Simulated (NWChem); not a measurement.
# CH4S2 (methyl hydrodisulfide): PBE/6-31G(d) (spherical functions)

What is the electronic atomisation energy of CH4S2 (methyl hydrodisulfide) at PBE/6-31G* (spherical functions)? 

Program for the calculation: NWChem 7.3.0.

4 further runs of the same task are left out: 1 that didn't finish, 3 set aside as unsound or not needed.

## 1. The structure to begin with

CH4S2: 7 atoms, total charge 0, spin state singlet. SMILES: `CSS`. Geometry: relaxed at PBE0-D4/def2-TZVP. This is one conformer, not always the lowest.

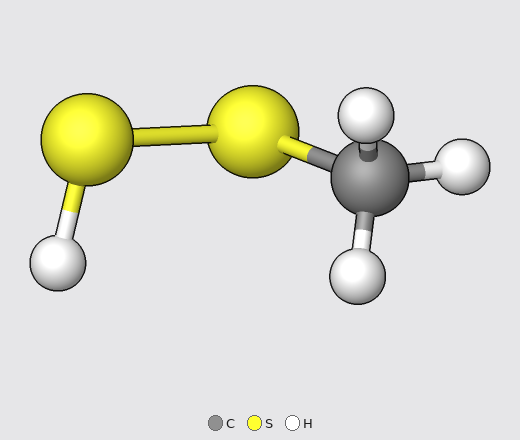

Viewed from a chosen angle; carbon grey, sulfur yellow, hydrogen white.

## 2. A single-point energy at PBE/6-31G(d) (spherical functions) (run 1)

ch4s2.xyz reads:

```xyz
7

C     -0.757700     0.531000    -0.254500
S      0.410700     0.313400     1.100600
S      1.938900    -0.712100     0.227800
H     -1.170500    -0.425600    -0.574100
H     -0.285300     1.039300    -1.094100
H     -1.562500     1.156200     0.139800
H      1.487600    -1.970200     0.408600
```

ch4s2.nw reads:

```
start ch4s2
memory 2200 mb

geometry units angstrom noautosym nocenter noautoz
 load format xyz ch4s2.xyz
end

basis spherical bse
 * library 6-31G*
end

dft
 xc xpbe96 cpbe96
 grid xfine
 convergence energy 1e-08
 maxiter 100
 mulliken
 noprint "final vectors analysis"
end

task dft energy
```

Started as:

```console
nwchem ch4s2.nw > ch4s2.out
```

Log:

```text
[...]
          Wavefunction type:  closed shell.
          No. of atoms     :     7
          No. of electrons :    42
[...]
          Charge           :     0
          Spin multiplicity:     1
[...]
          AO basis - number of functions:    58
[...]
              XC Information
              --------------
          PerdewBurkeErnzerhof Exchange Functional  1.000
            Perdew 1991 LDA Correlation Functional  1.000 local
           PerdewBurkeErnz. Correlation Functional  1.000 non-local
[...]
 d= 0,ls=0.0,diis     1   -836.4063690556 -9.87D+02  1.42D-02  3.39D-01     1.6
[...]
 d= 0,ls=0.0,diis    10   -836.4429829902 -3.66D-09  7.17D-07  1.42D-09    13.1
         Total DFT energy =     -836.442982990175
      One electron energy =    -1452.308382830577
           Coulomb energy =      523.635401489452
    Exchange-Corr. energy =      -57.915624955176
 Nuclear repulsion energy =      150.145623306127
[...]
      Total Density - Mulliken Population Analysis
     ---------------------------------------------
    Atom       Charge   Shell Charges
 -----------   ------   -------------------------------------------------------
    1 C    6     6.64   2.00  0.67  2.10  0.72  1.12  0.03
    2 S   16    15.97   2.00  2.00  5.97  1.38  2.98  0.51  1.05  0.08
    3 S   16    16.14   2.00  2.00  5.97  1.39  3.04  0.53  1.16  0.07
    4 H    1     0.80   0.52  0.28
    5 H    1     0.79   0.52  0.27
    6 H    1     0.79   0.52  0.28
    7 H    1     0.87   0.50  0.37
[...]
```

Run time: 14 s. Hardware: 1 thread of Intel Xeon 6975P-C (Granite Rapids), shared host; peak memory 0.13 GiB.

## 3. The C atom, same level (run 2)

c.xyz reads:

```xyz
1

C      0.000000     0.000000     0.000000
```

c.nw reads:

```
start c
memory stack 880 mb heap 220 mb global 1100 mb

geometry units angstrom noautosym nocenter noautoz
load format xyz c.xyz
end

basis "ao basis" spherical bse
* library 6-31G*
end

dft
xc xpbe96 cpbe96
mult 3
grid xfine
convergence energy 1e-08
iterations 100
mulliken
noprint "final vectors analysis"
end

task dft energy
```

Run the same way, it converges to -37.78132 Eh (log not shown).

## 4. The H atom (run 3)

work.nw reads:

```
start work
title "H energy"
memory stack 880 mb heap 220 mb global 1100 mb
charge 0

geometry units angstrom noautosym nocenter noautoz
  H        0.000000       0.000000       0.000000
end

basis spherical bse
  H library 6-31G*
end

dft
  xc xpbe96 cpbe96
  mult 2
  grid xfine
  convergence energy 1e-08
  maxiter 100
  mulliken
  print low
end

task dft energy
```

Run the same way, it converges to -0.49743 Eh (log not shown).

## 5. The S atom, same level (run 4)

input.nw reads:

```
START input
memory 2200 mb

GEOMETRY units angstroms noautosym nocenter noautoz
S      0.000000     0.000000     0.000000
END

BASIS spherical bse
* library 6-31G*
END

DFT
xc xpbe96 cpbe96
mult 3
grid xfine
convergence energy 1e-08
maxiter 100
mulliken
print low
END

TASK dft energy
```

Started as:

```console
nwchem input.nw > input.out
```

Log:

```text
[...]
 d= 0,ls=0.0,diis     1   -397.8951139085 -3.98D+02  1.72D-02  2.94D-02     0.2
[...]
 d= 0,ls=0.5,diis    10   -397.9070941827 -2.17D-09  1.23D-06  1.90D-10     1.0
[...]
         Total DFT energy =     -397.907094183227
      One electron energy =     -549.451706261386
           Coulomb energy =      176.997684362031
    Exchange-Corr. energy =      -25.453072283872
 Nuclear repulsion energy =        0.000000000000
[...]
      Total Density - Mulliken Population Analysis
     ---------------------------------------------
    Atom       Charge   Shell Charges
 -----------   ------   -------------------------------------------------------
    1 S   16    16.00   2.00  2.00  5.97  1.46  2.72  0.54  1.32  0.00
     --------------------------------------------
      Spin Density - Mulliken Population Analysis
     --------------------------------------------
    Atom       Charge   Shell Charges
 -----------   ------   -------------------------------------------------------
    1 S   16     2.00   0.00  0.00  0.01  0.02  1.38 -0.02  0.60  0.00
[...]
      <S2> =      2.0019 (Exact =     2.0000)
[...]
```

Run time: 1.6 s. Hardware: 1 thread of Intel Xeon 6975P-C (Granite Rapids), shared host; peak memory 0.1 GiB.

## 6. All runs side by side

```csv
run,level,partner,energy (Eh),wall time
1,PBE/6-31G* (spherical functions),base,-836.442983,14 s
2,UPBE/6-31G* (spherical functions),atoms,-37.781320,0.91 s
3,UPBE/6-31G* (spherical functions),atoms,-0.497432,0.66 s
4,UPBE/6-31G* (spherical functions),atoms,-397.907094,1.6 s
```

## 7. Summary of results

At PBE/6-31G* (spherical functions):

| quantity | value |
| --- | --- |
| S atom: total energy | -397.90709 Eh |
| S atom: ⟨S²⟩ | 2.002 |
| electronic atomisation energy | 23.341 eV |

What this shows: Taking the molecule apart into free atoms costs 23.34 eV (2252 kJ/mol), before zero-point energy and without spin-orbit coupling. All runs together took 17 s, the longest 14 s.
